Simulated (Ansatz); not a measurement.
**FGaH₂O (built from SMILES [OH][GaH][F]): single points off equilibrium**

The atoms stand at a displaced guess of a reacting structure. How far do the functionals agree with CCSD(T) there?

The runs use Ansatz 0.2.0, Gaussian basis; single points in def2-TZVPP.

Cores are frozen in the correlated methods. Filled d shells of the heavier atoms are correlated.

### Step 1. The system as given

5 atoms, charge 0, spin multiplicity 1.

Atoms are counted from 1 here; the program's logs count them from 0.

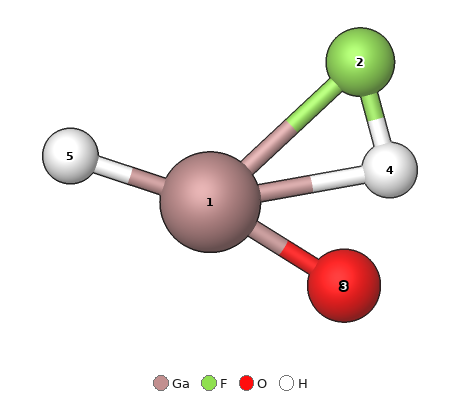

Start geometry, drawn with gallium pink, fluorine green, oxygen red, hydrogen white; atoms are numbered from 1 in the order of the file.

Geometry (Å):

```mol
FGaH2O
  3D, bonds by distance, orders not assigned

  5  5  0  0  0  0  0  0  0  0999 V2000
   -0.7277    0.1022   -0.2125 Ga  0  0
    1.2825    0.5701    0.4599 F   0  0
    0.0567   -1.3710   -0.0829 O   0  0
    1.0153   -0.5649    0.2964 H   0  0
   -1.7043    1.2680   -0.5336 H   0  0
  1  2  8  0
  1  3  8  0
  1  4  8  0
  1  5  8  0
  2  4  8  0
M  END
```

### Step 2. CCSD(T)/def2-TZVPP

Contents of run/in.yaml:

```yaml
crystal:
  periodic: [false, false, false]
  atoms:
    - {symbol: Ga, position_ang: [-0.727700, 0.102200, -0.212500]}
    - {symbol: F, position_ang: [1.282500, 0.570100, 0.459900]}
    - {symbol: O, position_ang: [0.056700, -1.371000, -0.082900]}
    - {symbol: H, position_ang: [1.015300, -0.564900, 0.296400]}
    - {symbol: H, position_ang: [-1.704300, 1.268000, -0.533600]}
basis:
  gaussian: {orbitals: def2-TZVPP}
correlation: {method: ccsd_t}
output: {forces: true}
```

Launch:

```
$ ansatz run in.yaml --threads 4 --pin off --events-out ev --progress --plain --max-ram 5222MiB
```

What it wrote:

```text
Functional definition: HF
  name "HF"
  cite "Fock, Z. Phys. 61, 126 (1930) doi:10.1007/BF01340294"
  parent pbe
  exchange = exact_x
  correlation = 0
892 factors; integrals over basis functions are off by at most 9.0e-4 eV
mean field evaluation 1: about -57105.0399 eV, gradient 5.1e1 eV
mean field evaluation 2: about -57105.1282 eV, gradient 5.1e1 eV
mean field evaluation 4: about -57109.9915 eV, gradient 5.3e0 eV
mean field evaluation 8: about -57110.0674 eV, gradient 4.9e-1 eV
mean field evaluation 16: about -57105.0409 eV, gradient 5.1e1 eV
mean field -57110.06827309 eV, -2098.7562984415 hartree, gradient 1.7e-6 eV, S^2 0.000000; 0 other end points of the search recorded, 0 dependent functions left out
11 core orbitals not correlated: weight in the atoms' cores, before any rotation towards them, 1.000 or more for the frozen orbitals, at most 0.000 for the correlated occupied ones
reference -57110.06827309 eV, -2098.7562984415 hartree; 14, 14 occupied and 113, 113 virtual orbitals, 892 factors
second order -20.54101058 eV of doubles, -0.00000000 eV of singles
cycle   1  -19.44826846 eV  change     1.1e0 eV  update   1.4e-1
cycle   2  -20.11951807 eV  change   -6.7e-1 eV  update   5.3e-2
cycle   3  -20.27688344 eV  change   -1.6e-1 eV  update   2.7e-2
cycle   4  -20.26454593 eV  change    1.2e-2 eV  update   9.4e-3
cycle   5  -20.25456096 eV  change    1.0e-2 eV  update   4.0e-3
cycle   6  -20.25756966 eV  change   -3.0e-3 eV  update   1.6e-3
cycle   7  -20.25776506 eV  change   -2.0e-4 eV  update   6.4e-4
cycle   8  -20.25730904 eV  change    4.6e-4 eV  update   2.3e-4
cycle   9  -20.25737757 eV  change   -6.9e-5 eV  update   9.3e-5
cycle  10  -20.25743101 eV  change   -5.3e-5 eV  update   3.0e-5
cycle  11  -20.25739234 eV  change    3.9e-5 eV  update   1.3e-5
cycle  12  -20.25740874 eV  change   -1.6e-5 eV  update   6.0e-6
perturbative correction -0.82304893 eV, -0.0302464903 hartree
the calculation of the forces begins
working
Total energy: -57131.14873076 eV, -2099.5309909720 hartree
Atom 0 at    -0.727700     0.102200    -0.212500 Å, force    -0.232767     1.757068    -0.156189 eV/Å
Atom 1 at     1.282500     0.570100     0.459900 Å, force    -0.844747    -0.352743    -0.253406 eV/Å
Atom 2 at     0.056700    -1.371000    -0.082900 Å, force     1.292046    -0.567227     0.472850 eV/Å
Atom 3 at     1.015300    -0.564900     0.296400 Å, force    -0.600848    -0.408517    -0.277120 eV/Å
Atom 4 at    -1.704300     1.268000    -0.533600 Å, force     0.386316    -0.428581     0.213866 eV/Å
Dipole moment:    -0.704207     0.427102    -0.170945 e Å
```

Wall time 78 s (4 threads, shared host); peak memory 1.4 GiB.

### Step 3. PBE0-D4/def2-TZVPP

run/in.yaml, as its differences from that of step 2:

```diff
@@ -10,3 +10,3 @@
   gaussian: {orbitals: def2-TZVPP}
-correlation: {method: ccsd_t}
-output: {forces: true}
+hamiltonian: {xc: pbe0, dispersion: d4}
+output: {forces: true, orbitals: {seedname: orbitals}}
```

Launch:

```
$ ansatz run in.yaml --threads 4 --pin off --events-out ev --progress --plain --max-ram 5222MiB
```

What it wrote:

```text
Functional definition: PBE0
  name "PBE0"
  cite "Adamo & Barone, J. Chem. Phys. 110, 6158 (1999) doi:10.1063/1.478522"
  cite "Perdew, Burke & Ernzerhof, Phys. Rev. Lett. 77, 3865 (1996) doi:10.1103/PhysRevLett.77.3865"
[... 1 set-up line as earlier in the session ...]
  parameter a = 0.25
  parameter kappa = 0.804
  parameter beta = 0.06672455060314922
  exchange = (1 - a)*pbe_x(kappa = kappa, mu = beta*pi^2/3) + a*exact_x
  correlation = pbe_c(beta = beta)
838 factors; their error is unknown
mean field evaluation 1: about -57156.1373 eV, gradient 7.1e1 eV
mean field evaluation 2: about -57054.3607 eV, gradient 2.0e2 eV
mean field evaluation 4: about -57163.6309 eV, gradient 2.5e1 eV
mean field evaluation 8: about -57164.4787 eV, gradient 1.2e-1 eV
mean field evaluation 16: about -57164.6773 eV, gradient 2.5e-4 eV
mean field -57164.67727769 eV, -2100.7631423453 hartree, gradient 6.6e-5 eV, S^2 0.000000; 0 other end points of the search recorded, 0 dependent functions left out
the calculation of the forces begins
reference -57164.67730240 eV, -2100.7631432534 hartree; 25, 25 occupied and 113, 113 virtual orbitals, 838 factors
Total energy: -57164.72989775 eV, -2100.7650760968 hartree
Atom 0 at    -0.727700     0.102200    -0.212500 Å, force    -0.152457     1.449573    -0.155474 eV/Å
Atom 1 at     1.282500     0.570100     0.459900 Å, force    -0.773550    -0.249985    -0.223438 eV/Å
Atom 2 at     0.056700    -1.371000    -0.082900 Å, force     1.225150    -0.248215     0.480086 eV/Å
Atom 3 at     1.015300    -0.564900     0.296400 Å, force    -0.659121    -0.566026    -0.308355 eV/Å
Atom 4 at    -1.704300     1.268000    -0.533600 Å, force     0.359979    -0.385347     0.207181 eV/Å
Dipole moment:    -0.713049     0.437985    -0.173841 e Å
```

It took 1.4 s on 4 threads, shared host; peak memory 0.24 GiB.

### Step 4. wB97M-V/def2-TZVPP

run/in.yaml, as its differences from that of step 3:

```diff
@@ -10,3 +10,3 @@
   gaussian: {orbitals: def2-TZVPP}
-hamiltonian: {xc: pbe0, dispersion: d4}
-output: {forces: true, orbitals: {seedname: orbitals}}
+hamiltonian: {xc: {name: wB97M-V}}
+output: {forces: true}
```

Launch:

```
$ ansatz run in.yaml --threads 4 --pin off --events-out ev --progress --plain --max-ram 5222MiB
```

What it wrote:

```text
Functional definition: wB97M-V
  name "wB97M-V"
  cite "Mardirossian & Head-Gordon, J. Chem. Phys. 144, 214110 (2016) doi:10.1063/1.4952647"
  cite "Becke, J. Chem. Phys. 107, 8554 (1997) doi:10.1063/1.475007"
  cite "Vydrov & Van Voorhis, J. Chem. Phys. 133, 244103 (2010) doi:10.1063/1.3521275"
  # Of w^i u^j: cxij and so on, Table III.
  parameter omega = 0.3/bohr
  parameter cx = 0.15
  parameter cx01 = 1.007
  parameter cx10 = 0.259
  parameter css00 = 0.443
  parameter css04 = -1.437
  parameter css10 = -4.535
  parameter css20 = -3.390
  parameter css43 = 4.278
  parameter cos00 = 1.000
  parameter cos10 = 1.358
  parameter cos20 = 2.924
  parameter cos21 = -8.812
  parameter cos60 = -1.390
  parameter cos61 = 9.142
  parameter b = 6.0
  parameter c = 0.01
  gx(w, u) = 1 - cx + cx01*u + cx10*w
  gss(w, u) = css00 + css04*u^4 + css10*w + css20*w^2 + css43*w^4*u^3
  gos(w, u) = cos00 + cos10*w + (cos20 + cos21*u)*w^2 + (cos60 + cos61*u)*w^6
  exchange = spin_sum(e_x_unif_sr(omega)*gx(b97_w, b97_u_x)) + cx*exact_x_sr(omega) + exact_x_lr(omega)
  correlation = spin_sum(e_c_pw_mod_same_spin*gss(b97_w, b97_u_same))
      + integral(e_c_pw_mod_opposite_spin*gos(b97_w_opposite, b97_u_opposite)) + vv10(b, c)
828 factors; their error is unknown
178 factors; integrals over basis functions are off by at most 6.7e-6 eV
mean field evaluation 1: about -57164.4127 eV, gradient 6.7e1 eV
mean field evaluation 2: about -57147.4309 eV, gradient 1.2e2 eV
mean field evaluation 4: about -57171.9885 eV, gradient 7.5e0 eV
mean field evaluation 8: about -57172.0703 eV, gradient 1.0e-1 eV
mean field evaluation 16: about -57172.1864 eV, gradient 8.9e-5 eV
mean field -57172.18643827 eV, -2101.0390989065 hartree, gradient 8.9e-5 eV, S^2 0.000000; 0 other end points of the search recorded, 0 dependent functions left out
the calculation of the forces begins
reference -57172.18647795 eV, -2101.0391003647 hartree; 25, 25 occupied and 113, 113 virtual orbitals, 828 factors
Total energy: -57172.18647795 eV, -2101.0391003647 hartree
Atom 0 at    -0.727700     0.102200    -0.212500 Å, force    -0.270505     1.599208    -0.194052 eV/Å
Atom 1 at     1.282500     0.570100     0.459900 Å, force    -0.795107    -0.167206    -0.224321 eV/Å
Atom 2 at     0.056700    -1.371000    -0.082900 Å, force     1.182926    -0.273813     0.465059 eV/Å
Atom 3 at     1.015300    -0.564900     0.296400 Å, force    -0.569650    -0.657289    -0.285308 eV/Å
Atom 4 at    -1.704300     1.268000    -0.533600 Å, force     0.452336    -0.500899     0.238621 eV/Å
Dipole moment:    -0.719660     0.452277    -0.173953 e Å
```

Wall time 4.2 s (4 threads, shared host); peak memory 0.32 GiB.

### Step 5. r2SCAN-D4/def2-TZVPP

run/in.yaml, as its differences from that of step 4:

```diff
@@ -10,3 +10,3 @@
   gaussian: {orbitals: def2-TZVPP}
-hamiltonian: {xc: {name: wB97M-V}}
+hamiltonian: {xc: r2scan, dispersion: d4}
 output: {forces: true}
```

Launch:

```
$ ansatz run in.yaml --threads 4 --pin off --events-out ev --progress --plain --max-ram 5222MiB
```

What it wrote:

```text
Functional definition: r2SCAN
  name "r2SCAN"
  cite "Furness, Kaplan, Ning, Perdew & Sun, J. Phys. Chem. Lett. 11, 8208 (2020) doi:10.1021/acs.jpclett.0c02405"
  cite "Furness, Kaplan, Ning, Perdew & Sun, J. Phys. Chem. Lett. 11, 9248 (2020) doi:10.1021/acs.jpclett.0c03077"
  parent r2scan
  parameter k0 = 0.174
  parameter k1 = 0.065
  parameter a1 = 4.9479
  exchange = r2scan_x(k0 = k0, k1 = k1, a1 = a1)
  correlation = r2scan_c
793 factors; their error is unknown
mean field evaluation 1: about -57164.3527 eV, gradient 7.8e1 eV
mean field evaluation 2: about -56997.4239 eV, gradient 2.2e2 eV
mean field evaluation 4: about -57172.3883 eV, gradient 3.5e1 eV
mean field evaluation 8: about -57174.1339 eV, gradient 5.2e-1 eV
mean field evaluation 16: about -57174.1138 eV, gradient 3.8e-3 eV
mean field -57174.11376548 eV, -2101.1099268752 hartree, gradient 5.1e-6 eV, S^2 0.000000; 0 other end points of the search recorded, 0 dependent functions left out
the calculation of the forces begins
reference -57174.11377548 eV, -2101.1099272426 hartree; 25, 25 occupied and 113, 113 virtual orbitals, 793 factors
Total energy: -57174.12764117 eV, -2101.1104367974 hartree
Atom 0 at    -0.727700     0.102200    -0.212500 Å, force    -0.189095     1.575827    -0.156793 eV/Å
Atom 1 at     1.282500     0.570100     0.459900 Å, force    -0.755012    -0.105935    -0.209288 eV/Å
Atom 2 at     0.056700    -1.371000    -0.082900 Å, force     1.118829    -0.455653     0.424762 eV/Å
Atom 3 at     1.015300    -0.564900     0.296400 Å, force    -0.591989    -0.566372    -0.282283 eV/Å
Atom 4 at    -1.704300     1.268000    -0.533600 Å, force     0.417267    -0.447867     0.223602 eV/Å
Dipole moment:    -0.680095     0.416822    -0.167375 e Å
```

Run time: 2.1 s. Hardware: 4 threads, shared host; peak memory 0.16 GiB.

### Step 6. PBE-D4/def2-TZVPP

run/in.yaml, as its differences from that of step 5:

```diff
@@ -10,3 +10,3 @@
   gaussian: {orbitals: def2-TZVPP}
-hamiltonian: {xc: r2scan, dispersion: d4}
+hamiltonian: {xc: pbe, dispersion: d4}
 output: {forces: true}
```

Launch:

```
$ ansatz run in.yaml --threads 4 --pin off --events-out ev --progress --plain --max-ram 5222MiB
```

What it wrote:

```text
Functional definition: PBE
  name "PBE"
[... 4 set-up lines as earlier in the session ...]
  exchange = pbe_x(kappa = kappa, mu = beta*pi^2/3)
[... 1 set-up line as earlier in the session ...]
793 factors; their error is unknown
mean field evaluation 1: about -57152.6762 eV, gradient 8.5e1 eV
mean field evaluation 2: about -56963.5312 eV, gradient 2.3e2 eV
mean field evaluation 4: about -57162.3797 eV, gradient 3.4e1 eV
mean field evaluation 8: about -57164.0377 eV, gradient 7.0e-1 eV
mean field evaluation 16: about -57164.0183 eV, gradient 1.6e-4 eV
mean field -57164.01828954 eV, -2100.7389249774 hartree, gradient 1.7e-5 eV, S^2 0.000000; 0 other end points of the search recorded, 0 dependent functions left out
the calculation of the forces begins
reference -57164.01832258 eV, -2100.7389261914 hartree; 25, 25 occupied and 113, 113 virtual orbitals, 793 factors
Total energy: -57164.08178654 eV, -2100.7412584492 hartree
Atom 0 at    -0.727700     0.102200    -0.212500 Å, force    -0.548904     1.857637    -0.225822 eV/Å
Atom 1 at     1.282500     0.570100     0.459900 Å, force    -0.466920     0.132545    -0.101981 eV/Å
Atom 2 at     0.056700    -1.371000    -0.082900 Å, force     1.224018    -1.107399     0.400427 eV/Å
Atom 3 at     1.015300    -0.564900     0.296400 Å, force    -0.473128    -0.609331    -0.243118 eV/Å
Atom 4 at    -1.704300     1.268000    -0.533600 Å, force     0.264934    -0.273452     0.170495 eV/Å
Dipole moment:    -0.649774     0.390672    -0.161228 e Å
```

Wall time 0.95 s (4 threads, shared host); peak memory 0.15 GiB.

### Step 7. SPW92/def2-TZVPP

run/in.yaml, as its differences from that of step 6:

```diff
@@ -10,3 +10,3 @@
   gaussian: {orbitals: def2-TZVPP}
-hamiltonian: {xc: pbe, dispersion: d4}
+hamiltonian: {xc: lda}
 output: {forces: true}
```

Launch:

```
$ ansatz run in.yaml --threads 4 --pin off --events-out ev --progress --plain --max-ram 5222MiB
```

What it wrote:

```text
Functional definition: SPW92
  name "SPW92"
  cite "Dirac, Proc. Camb. Phil. Soc. 26, 376 (1930) doi:10.1017/S0305004100016108"
  cite "Slater, Phys. Rev. 81, 385 (1951) doi:10.1103/PhysRev.81.385"
  cite "Perdew & Wang, Phys. Rev. B 45, 13244 (1992) doi:10.1103/PhysRevB.45.13244"
  exchange = slater_x
  correlation = pw_c
793 factors; their error is unknown
mean field evaluation 1: about -57051.1927 eV, gradient 8.6e1 eV
mean field evaluation 2: about -56860.9249 eV, gradient 2.3e2 eV
mean field evaluation 4: about -57060.6177 eV, gradient 3.5e1 eV
mean field evaluation 8: about -57062.2884 eV, gradient 7.9e-1 eV
mean field evaluation 16: about -57062.2697 eV, gradient 1.1e-4 eV
mean field -57062.26968881 eV, -2096.9997328682 hartree, gradient 5.5e-5 eV, S^2 0.000000; 0 other end points of the search recorded, 0 dependent functions left out
the calculation of the forces begins
reference -57062.26971988 eV, -2096.9997340101 hartree; 25, 25 occupied and 113, 113 virtual orbitals, 793 factors
Total energy: -57062.26971988 eV, -2096.9997340101 hartree
Atom 0 at    -0.727700     0.102200    -0.212500 Å, force     0.046083     1.275492    -0.096427 eV/Å
Atom 1 at     1.282500     0.570100     0.459900 Å, force    -0.853612    -0.135491    -0.244908 eV/Å
Atom 2 at     0.056700    -1.371000    -0.082900 Å, force     0.932715    -0.191075     0.382925 eV/Å
Atom 3 at     1.015300    -0.564900     0.296400 Å, force    -0.502056    -0.552906    -0.249399 eV/Å
Atom 4 at    -1.704300     1.268000    -0.533600 Å, force     0.376870    -0.396020     0.207809 eV/Å
Dipole moment:    -0.664140     0.408096    -0.166510 e Å
```

Run time: 0.66 s. Hardware: 4 threads, shared host; peak memory 0.14 GiB.

### Step 8. HSE06-D4/def2-TZVPP

run/in.yaml, as its differences from that of step 7:

```diff
@@ -10,3 +10,3 @@
   gaussian: {orbitals: def2-TZVPP}
-hamiltonian: {xc: lda}
+hamiltonian: {xc: hse06, dispersion: d4}
 output: {forces: true}
```

Launch:

```
$ ansatz run in.yaml --threads 4 --pin off --events-out ev --progress --plain --max-ram 5222MiB
```

What it wrote:

```text
Functional definition: HSE06
  name "HSE06"
  cite "Heyd, Scuseria & Ernzerhof, J. Chem. Phys. 118, 8207 (2003) doi:10.1063/1.1564060"
  cite "Krukau, Vydrov, Izmaylov & Scuseria, J. Chem. Phys. 125, 224106 (2006) doi:10.1063/1.2404663"
  cite "Heyd & Scuseria, J. Chem. Phys. 120, 7274 (2004) doi:10.1063/1.1668634"
  cite "Ernzerhof & Perdew, J. Chem. Phys. 109, 3313 (1998) doi:10.1063/1.476928"
[... 3 set-up lines as earlier in the session ...]
  parameter omega = 0.11/bohr
  # The whole range is PBE's own exchange, as in plane waves. The composition of these papers is wPBEh.
  exchange = pbe_x - a*pbe_x_sr(omega) + a*exact_x_sr(omega)
  correlation = pbe_c
838 factors; their error is unknown
67 factors; integrals over basis functions are off by at most 3.3e-7 eV
mean field evaluation 1: about -57155.8323 eV, gradient 7.2e1 eV
mean field evaluation 2: about -57030.3465 eV, gradient 2.1e2 eV
mean field evaluation 4: about -57163.1686 eV, gradient 2.8e1 eV
mean field evaluation 8: about -57164.2718 eV, gradient 1.7e-1 eV
mean field evaluation 16: about -57164.4708 eV, gradient 1.8e-4 eV
mean field -57164.47077422 eV, -2100.7555534826 hartree, gradient 5.7e-5 eV, S^2 0.000000; 0 other end points of the search recorded, 0 dependent functions left out
the calculation of the forces begins
reference -57164.47080713 eV, -2100.7555546921 hartree; 25, 25 occupied and 113, 113 virtual orbitals, 838 factors
Total energy: -57164.51982137 eV, -2100.7573559320 hartree
Atom 0 at    -0.727700     0.102200    -0.212500 Å, force    -0.156358     1.455246    -0.155328 eV/Å
Atom 1 at     1.282500     0.570100     0.459900 Å, force    -0.767774    -0.252957    -0.221798 eV/Å
Atom 2 at     0.056700    -1.371000    -0.082900 Å, force     1.234360    -0.264879     0.481593 eV/Å
Atom 3 at     1.015300    -0.564900     0.296400 Å, force    -0.662741    -0.560317    -0.309113 eV/Å
Atom 4 at    -1.704300     1.268000    -0.533600 Å, force     0.352514    -0.377094     0.204646 eV/Å
Dipole moment:    -0.712141     0.437101    -0.173556 e Å
```

Run time: 1.5 s. Hardware: 4 threads, shared host; peak memory 0.25 GiB.

### Step 9. Comparison

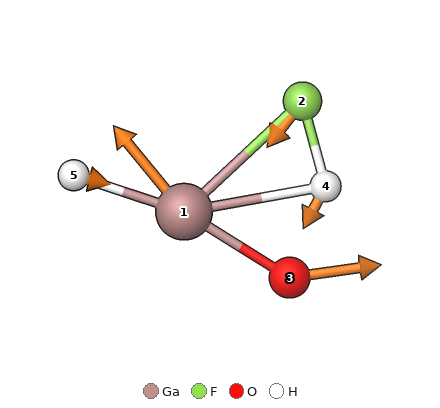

Forces at CCSD(T); the longest arrow is 1.78 eV/Å.

```
   method  RMS force component (eV/Å)  RMS error against CCSD(T) (eV/Å)  angle to CCSD(T) forces (°)  dipole (D)
  CCSD(T)                       0.696                         reference                    reference        4.04
  PBE0-D4                       0.623                             0.131                          9.4        4.11
  wB97M-V                       0.654                             0.126                         10.1        4.17
r2SCAN-D4                       0.632                             0.109                          7.6        3.91
   PBE-D4                       0.719                             0.247                         20.0        3.72
    SPW92                       0.545                             0.212                         13.9        3.83
 HSE06-D4                       0.625                             0.127                          9.1        4.10
```

Energy less the free neutral atoms in their ground states at the same level (atoms from separate runs):

Differences are taken before rounding.

```
      method                    rung  energy less atoms (eV)  from CCSD(T) (eV)
       SPW92                     LDA                 -17.594             -3.507
      PBE-D4                     GGA                 -14.914             -0.826
   r2SCAN-D4                meta-GGA                 -14.550             -0.462
     PBE0-D4                  hybrid                 -14.044             +0.043
    HSE06-D4         screened hybrid                 -14.064             +0.024
     wB97M-V  range-separated hybrid                 -14.257             -0.169
Hartree-Fock            wavefunction                  -8.320             +5.767
         MP2            wavefunction                 -14.806             -0.719
        CCSD            wavefunction                 -13.637             +0.450
     CCSD(T)            wavefunction                 -14.087                  0
```

Cost and force error (times from a shared host):

```
   method    time  RMS force error (eV/Å)
  CCSD(T)    78 s                       0
  PBE0-D4   1.4 s                   0.131
  wB97M-V   4.2 s                   0.126
r2SCAN-D4   2.1 s                   0.109
   PBE-D4  0.95 s                   0.247
    SPW92  0.66 s                   0.212
 HSE06-D4   1.5 s                   0.127
```

### Step 10. Outcome

| quantity | value |
| --- | --- |
| energy less free atoms, CCSD(T)/def2-TZVPP | -14.087 eV |
| RMS force component | 0.545 to 0.719 eV/Å over the methods |
| RMS force error | PBE0-D4 0.131, wB97M-V 0.126, r2SCAN-D4 0.109, PBE-D4 0.247, SPW92 0.212, HSE06-D4 0.127 eV/Å |
| HOMO and LUMO, PBE0-D4 | -8.56 and -1.56 eV |
| T1 diagnostic | 0.019 |

**Reading.** Against CCSD(T) the functionals' energies less atoms differ by -3.507 to +0.043 eV, PBE-D4 by -0.826 eV. The reference is not at the basis limit: in triple zeta CCSD(T) underbinds, which counts against methods that bind more; the gaps are no ranking. For forces r2SCAN-D4 does best and PBE-D4 worst. Frozen-core CCSD(T) forces in triple zeta carry basis errors of their own, and this is one geometry, so small gaps rank nothing.
